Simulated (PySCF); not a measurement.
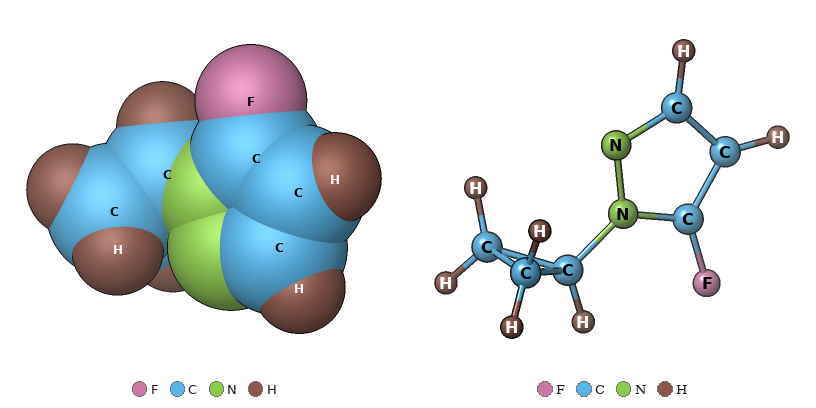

Both panels show the same species.

The geometry was computed by an optimisation with GFN2-xTB. No frequency run is at hand to confirm it as a minimum.

What does the picture show?

Formula C6H7FN2. As SMILES it reads `Fc1ccnn1C1CC1`. Independent rings (smallest set): 1 of 3 members, 1 of 5 members, 1 of them aromatic. Among its groups: C–F bond. This geometry has Cs symmetry. Coordination, clear cases only: 3 C trigonal planar; 1 N bent; 1 N trigonal planar.

More results for the same structure follow; atom numbers are the same in all pictures, views and colours differ.

Electronic properties

No frequency run is at hand to confirm it as a minimum. Level of theory: PBE0/def2-SVPD, gas phase (PySCF 2.14.0). Excitations: vertical, linear response.

What does the calculation give?

- dipole moment: 0.93 D
- HOMO energy (Kohn–Sham orbital): −7.11 eV
- LUMO energy (Kohn–Sham orbital): 0.41 eV
- HOMO–LUMO gap: 7.53 eV
- mean static polarisability: 79.9 bohr³
- lowest vertical singlet excitation: 6.54 eV
- its oscillator strength: 0.147

Bond orders

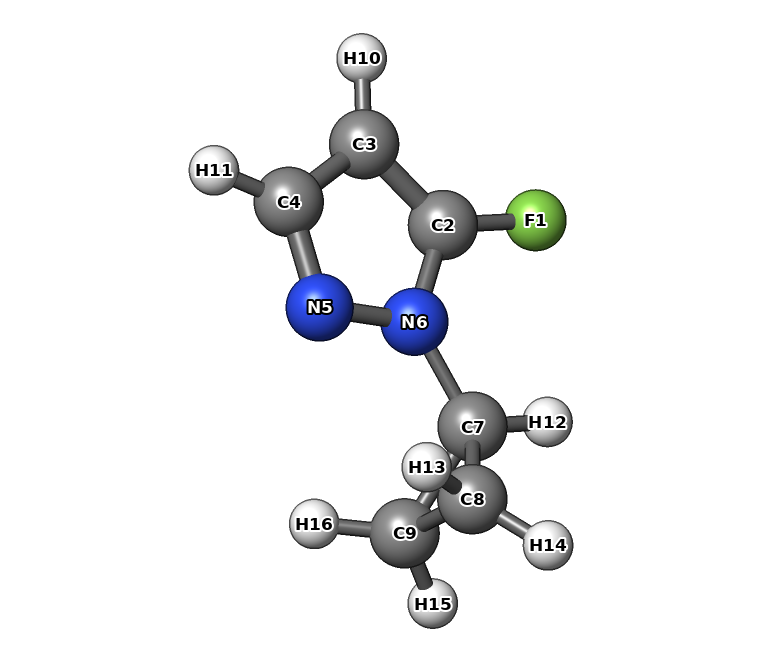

The thickness of each stick grows with its Mayer bond order. No frequency run is at hand to confirm it as a minimum. Level of theory: PBE0/pcSseg-1 (PySCF 2.14.0).

> Which bond has the lowest Mayer bond order?

N6–C7, 0.86, at 1.423 Å.

List the Mayer bond orders of F1–C2, C2–C3, C2–N6, C3–C4, C3–H10, C4–N5, C4–H11, N5–N6, N6–C7, C7–C8, C7–H12, C8–C9, C8–H14, C8–H13 (one bond of each equivalent set).

```csv
bond,Mayer order,length (Å)
F1–C2,0.98,1.335
C2–C3,1.46,1.373
C2–N6,1.14,1.347
C3–C4,1.30,1.402
C3–H10,0.97,1.069
C4–N5,1.53,1.318
C4–H11,0.98,1.071
N5–N6,1.19,1.333
N6–C7,0.86,1.423
C7–C8,0.96,1.500
C7–H12,0.96,1.082
C8–C9,0.96,1.497
C8–H14,0.95,1.079
C8–H13,0.94,1.078
```

Charges

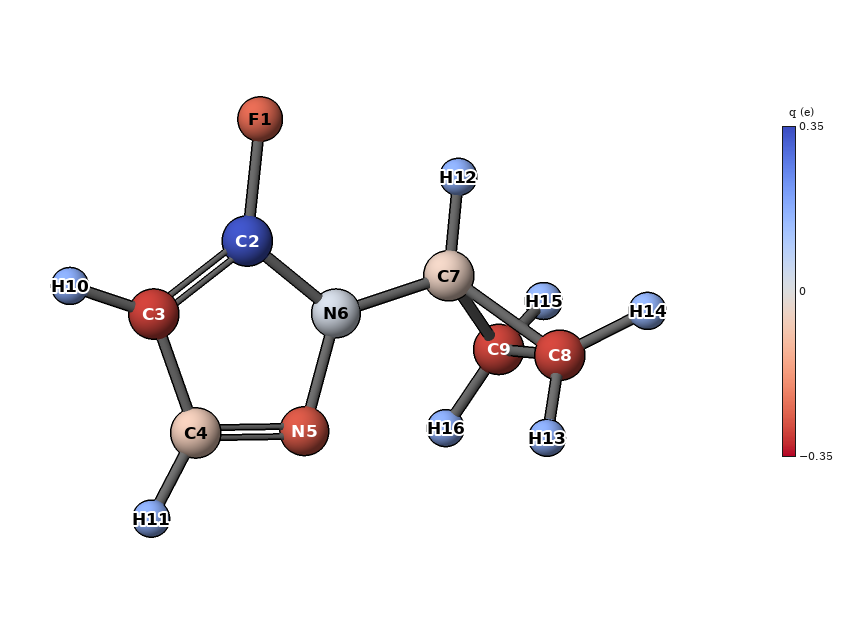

Atoms are coloured by their IAO charges. No frequency run is at hand to confirm it as a minimum. Method: PBE0/pcSseg-1, gas phase (PySCF 2.14.0).

> Which atom carries the highest charge (most positive or least negative)?

C2 (0.34 e).

> And the lowest?

C3 (−0.30 e).

List the IAO charges.

| atom | value (e) |
| --- | --- |
| F1 | −0.25 |
| C2 | 0.34 |
| C3 | −0.30 |
| C4 | −0.06 |
| N5 | −0.27 |
| N6 | 0.02 |
| C7 | −0.05 |
| C8 | −0.29 |
| C9 | −0.29 |
| H10 | 0.17 |
| H11 | 0.17 |
| H12 | 0.17 |
| H13 | 0.17 |
| H14 | 0.15 |
| H15 | 0.15 |
| H16 | 0.17 |
